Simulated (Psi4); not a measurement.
**CAM-B3LYP/def2-TZVP run of CH5Al (SMILES [CH3][AlH2])**

Aim: the vertical singlet–triplet gap of CH5Al at CAM-B3LYP/def2-TZVP, from 2 runs. 

The calculation is run with Psi4 1.11.

## 1. The structure to begin with

CH5Al has 7 atoms, charge 0, and is taken as a singlet. As SMILES, `[CH3][AlH2]`. The coordinates come from a PBE0-D4/def2-TZVP relaxation.

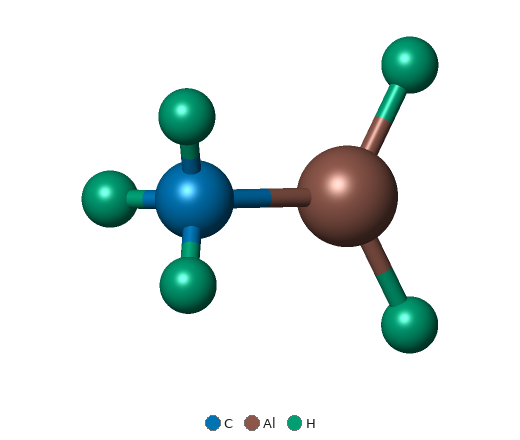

Viewed from a chosen angle; carbon blue, aluminium brown, hydrogen teal.

## 2. Energy and forces at CAM-B3LYP/def2-TZVP

Contents of job.inp:

```
memory 1600 mb

molecule geom {
  0 1
  C
  Al 1 r2
  H 1 r3 2 a3
  H 1 r4 3 a4 2 d4
  H 1 r5 3 a5 4 d5
  H 2 r6 1 a6 3 d6
  H 2 r7 6 a7 1 d7

  r2 = 1.950391
  r3 = 1.092908
  a3 = 112.60892
  r4 = 1.097108
  a4 = 106.67039
  d4 = -120.17335
  r5 = 1.09311
  a5 = 108.56039
  d5 = -114.54577
  r6 = 1.590162
  a6 = 120.64561
  d6 = -28.39761
  r7 = 1.590205
  a7 = 118.76014
  d7 = 178.69537
  units angstrom
  symmetry c1
}

set basis def2-TZVP
set reference rks
set puream true
set e_convergence 1e-09
set d_convergence 1e-08
set scf_type pk
set dft_radial_points 99
set dft_spherical_points 590

energy_value, wavefunction = gradient("cam-b3lyp", return_wfn=True)
```

Launch:

```console
$ psi4 -n 1 job.inp job.out
```

job.out:

```text
[...]
  Running in c1 symmetry.
[...]
  Nuclear repulsion =   50.618444317924720
[...]
  Multiplicity = 1
[...]
  Nalpha       = 12
  Nbeta        = 12
[...]
    Number of basis functions: 98
[...]
   @RKS iter   1:  -283.29901404085990   -5.05121e-01   7.16127e-03 DIIS/ADIIS
[...]
   @RKS iter  10:  -283.52555109798629   -2.10321e-12   1.70936e-09 DIIS
[...]
    Orbital Energies [Eh]
    ---------------------
    Doubly Occupied:
       1A    -56.082666     2A    -10.215698     3A     -4.195156
       4A     -2.753574     5A     -2.744539     6A     -2.743787
       7A     -0.759702     8A     -0.473902     9A     -0.463322
      10A     -0.460319    11A     -0.355632    12A     -0.348308
[...]
  @RKS Final Energy:  -283.52555109798629
   => Energetics <=
    Nuclear Repulsion Energy =             50.6184443179247197
    One-Electron Energy =                -491.8563563119083142
    Two-Electron Energy =                 176.9803915411348498
    DFT Exchange-Correlation Energy =     -19.2680306451375607
    Empirical Dispersion Energy =           0.0000000000000000
    VV10 Nonlocal Energy =                  0.0000000000000000
    Total Energy =                       -283.5255510979862947
[...]
 Multipole Moments:
 ------------------------------------------------------------------------------------
     Multipole            Electronic (a.u.)      Nuclear  (a.u.)        Total (a.u.)
 ------------------------------------------------------------------------------------
 L = 1.  Multiply by 2.5417464519 to convert [e a0] to [Debye]
 Dipole X            :         -0.0817279            0.0768926           -0.0048353
 Dipole Y            :          0.0465864           -0.0439323            0.0026541
 Dipole Z            :          2.3504982           -2.6300915           -0.2795933
 Magnitude           :                                                    0.2796477
[...]
  -Total Gradient:
     Atom            X                  Y                   Z
    ------   -----------------  -----------------  -----------------
       1       -0.000102270925     0.000117574737    -0.000257926129
       2       -0.000073353417     0.000043191123    -0.001020506241
       3        0.000067312120     0.001178827765    -0.000435705852
       4        0.001044297420    -0.000563728723    -0.000394751750
       5       -0.001004796009    -0.000731081792    -0.000453454370
       6        0.001046891946     0.001903776392     0.001279439602
       7       -0.000978247171    -0.001948504628     0.001282998505
[...]
```

Run time: 31 s. Hardware: 1 thread of Intel Xeon Platinum 8488C (Sapphire Rapids), shared host; peak memory 0.82 GiB.

## 3. The triplet: the energy at UCAM-B3LYP/def2-TZVP

Contents of job.json:

```json
{
 "schema_name": "qcschema_input",
 "schema_version": 1,
 "molecule": {
  "schema_name": "qcschema_molecule",
  "schema_version": 2,
  "symbols": ["C", "Al", "H", "H", "H", "H", "H"],
  "geometry": [-0.84754217, -1.31449349, -0.67179764, 1.06372684, 1.47077384, 0.80256669, -2.00896784, -2.30470998, 0.71960771, -2.14370532, -0.57901208, -2.11309175, 0.36547303, -2.69380459, -1.61684967, 0.03023562, 2.92775268, 3.21895948, 3.65624211, 2.36518122, -0.42594427],
  "molecular_charge": 0,
  "molecular_multiplicity": 3,
  "fix_symmetry": "c1",
  "fix_com": true,
  "fix_orientation": true
 },
 "driver": "energy",
 "model": {
  "method": "cam-b3lyp",
  "basis": "def2-TZVP"
 },
 "keywords": {
  "reference": "uks",
  "puream": true,
  "e_convergence": 1e-09,
  "d_convergence": 1e-08,
  "scf_type": "pk",
  "dft_radial_points": 99,
  "dft_spherical_points": 590,
  "maxiter": 200,
  "scf_properties": ["DIPOLE", "MAYER_INDICES", "LOWDIN_CHARGES"]
 }
}
```

Launch:

```console
$ psi4 --qcschema job.json -n 1 --memory 1600MB
```

stdout:

```text
[...]
  Running in c1 symmetry.
[...]
  Nuclear repulsion =   50.618451735648492
[...]
  Multiplicity = 3
[...]
  Nalpha       = 13
  Nbeta        = 11
[...]
    Number of basis functions: 98
[...]
   @UKS iter   1:  -283.07413819001664   -2.80245e-01   7.43090e-03 DIIS/ADIIS
[...]
   @UKS iter  20:  -283.33111101370383   -1.58593e-11   6.57425e-09 DIIS
[...]
   @S^2 Observed:                2.018902179E+00
[...]
    Orbital Energies [Eh]
    ---------------------
    Alpha Occupied:
       1A    -56.087055     2A    -10.212716     3A     -4.201865
       4A     -2.758056     5A     -2.756304     6A     -2.750105
       7A     -0.753250     8A     -0.553850     9A     -0.478355
      10A     -0.453070    11A     -0.449564    12A     -0.360650
      13A     -0.171075
    Alpha Virtual:
      14A      0.030617    15A      0.052638    16A      0.100226
      17A      0.123098    18A      0.135737    19A      0.154393
      20A      0.169046    21A      0.171658    22A      0.216931
      23A      0.222244    24A      0.238023    25A      0.253372
[...]
  @UKS Final Energy:  -283.33111101370383
   => Energetics <=
    Nuclear Repulsion Energy =             50.6184517356484918
    One-Electron Energy =                -491.5078262823685122
    Two-Electron Energy =                 176.7651794173076780
    DFT Exchange-Correlation Energy =     -19.2069158842914689
    Empirical Dispersion Energy =           0.0000000000000000
    VV10 Nonlocal Energy =                  0.0000000000000000
    Total Energy =                       -283.3311110137037758
[...]
 Multipole Moments:
 ------------------------------------------------------------------------------------
     Multipole            Electronic (a.u.)      Nuclear  (a.u.)        Total (a.u.)
 ------------------------------------------------------------------------------------
 L = 1.  Multiply by 2.5417464519 to convert [e a0] to [Debye]
 Dipole X            :         -8.5554934            8.6424735            0.0869801
 Dipole Y            :        -10.7420911           10.9485062            0.2064151
 Dipole Z            :         -6.1432405            6.1852626            0.0420221
 Magnitude           :                                                    0.2279004
[...]
```

The result, in JSON:

```text
{
 "driver": "energy",
 "model": {
  "method": "cam-b3lyp",
  "basis": "def2-TZVP"
 },
 "success": true,
 "return_result": -283.33111101370383,
 "properties": {
  "calcinfo_nbasis": 98,
  "calcinfo_nmo": 98,
  "calcinfo_nalpha": 13,
  "calcinfo_nbeta": 11,
  "calcinfo_natom": 7,
  "nuclear_repulsion_energy": 50.61845173564849,
  "return_energy": -283.33111101370383,
  "scf_one_electron_energy": -491.5078262823685,
  "scf_two_electron_energy": 176.76517941730768,
  "scf_xc_energy": -19.20691588429147,
  "scf_dipole_moment": [0.0869800537544112, 0.20641510564413146, 0.04202212366100788],
  "scf_total_energy": -283.33111101370383,
  "scf_iterations": 20
 }
}
```

Wall time 53 s (1 thread of Intel Xeon Platinum 8488C (Sapphire Rapids), shared host); peak memory 0.82 GiB.

## 4. Outcome

At CAM-B3LYP/def2-TZVP:

```
                                        quantity          value
                           singlet: total energy  -283.52555 Eh
                          singlet: dipole moment         0.71 D
                            singlet: HOMO energy       -9.48 eV
                            singlet: LUMO energy       -0.40 eV
                          singlet: HOMO–LUMO gap        9.08 eV
               singlet: largest force on an atom     0.130 eV/Å
                           triplet: total energy  -283.33111 Eh
                          triplet: dipole moment         0.58 D
     triplet: HOMO energy (highest over α and β)       -4.66 eV
                                   triplet: ⟨S²⟩          2.019
vertical energy of the triplet above the singlet       5.291 eV
```

In words: At this shape the triplet lies 5.29 eV (122 kcal/mol) above the singlet.
